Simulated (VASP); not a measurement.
Band structure of ZrSi$_{2}$ (space group Cmcm). Computed with PBE GGA, VASP's PBE PAW potentials (set 64) (plane waves; VASP).

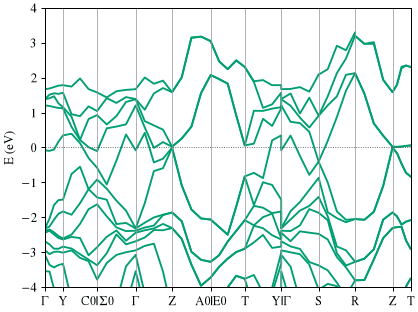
Fig. 1. Bands along high-symmetry lines, zero at the valence-band maximum or, without a gap, the Fermi level

Q: Read the plot: is there a gap, and where are the band edges?

A: It has no gap at this level: it comes out as a metal or semimetal.

The structure comes from a computed database's ZrSi2 entry (Cmcm), a phase known from measurement. The cell was not relaxed at this level.
